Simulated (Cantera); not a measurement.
Charge: 1 mol NF3, 0.044 mol H2O, 0.24 mol H2, equilibrated at 0.00560 bar.

These are equilibrium values from Cantera (NASA tables, ideal gas, pure condensed phases), not measurements of a reactor. Candidate condensed phases: H2O; 65 gas species. Ions and electrons are included (thermal ionisation). Equilibrium is a limit: real reactors are often held back by kinetics, nucleation or transport.

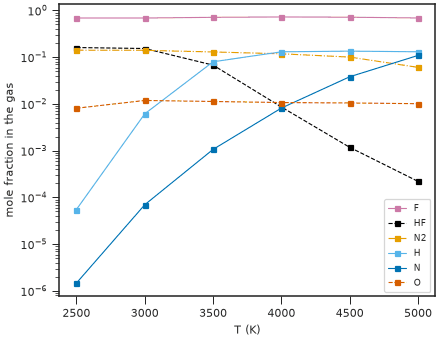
Equilibrium gas composition (values under 1e-9 drawn at 1e-9)

Q: Read off the mole fractions at 2500 K.

A: F about 0.69, HF about 0.16, N2 about 0.14, O about 0.0081, H about 5.5e-5, N about 1.5e-6.
